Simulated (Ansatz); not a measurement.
Input

```
crystal:
  periodic: [false, false, false]
  atoms:
    - { symbol: Si, position_ang: [0.0, 0.0, 0.0] }
    - { symbol: F, position_ang: [0.0, 0.0, 1.94] }
    - { symbol: H, position_ang: [1.3768, 0.0, -0.4862] }
    - { symbol: H, position_ang: [-0.6877, 1.1914, -0.4862] }
    - { symbol: H, position_ang: [-0.6877, -1.1914, -0.4862] }
    - { symbol: O, position_ang: [-1.879, 0.0, 0.6243] }
    - { symbol: H, position_ang: [-2.4241, -0.6297, 0.053] }
    - { symbol: H, position_ang: [-1.1493, 0.0, 1.6846] }
basis:
  gaussian: { orbitals: cc-pVDZ }
hamiltonian:
  xc: pbe0
  dispersion: d4
relax:
  f_tol: 0.15
  max_steps: 25
  restrain:
    - { distance: [0, 5], at: 2.88, k: 30.0 }
    - { distance: [7, 1], at: 2.12, k: 30.0 }
    - { distance: [0, 1], at: 1.59, k: 30.0 }
    - { distance: [7, 5], at: 1.01, k: 30.0 }
output:
  orbitals: {}
```

Launched as:

```sh
ansatz run input.yaml --threads 1 --pin off --max-ram 2048MiB --backend cpu --events-out ev --progress --plain --runs-dir out
```

The fields are those of the run's last geometry, not of the input's.

Not at a stationary point (largest force 1.2 eV/Å).

All numbers below come from RKS PBE0-D4/cc-pVDZ in Ansatz.

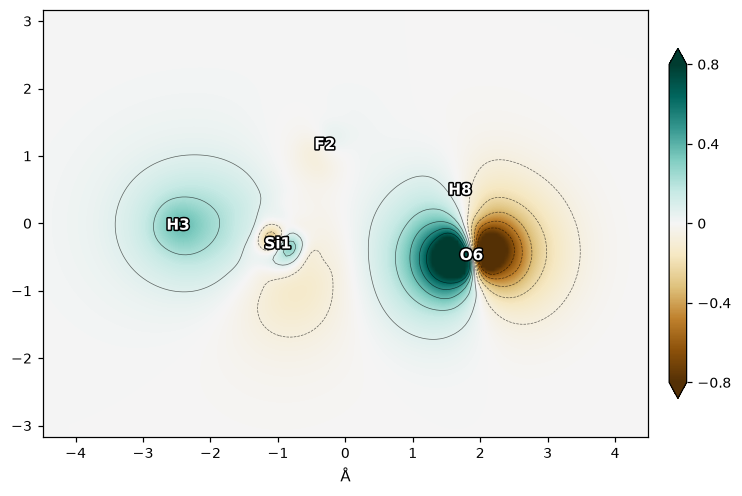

FH3Si···H2O. The HOMO on the plane of atoms F2, Si1 and H3 (values in Å⁻³ᐟ²; the overall sign is arbitrary).

Question: Where does this orbital lie, and at what energy?

Answer: It lies mainly on O6 (about 70 %), Si1 (about 10 %) and H3 (about 5 %); largely a lone pair of O6. Its energy is −8.62 eV.
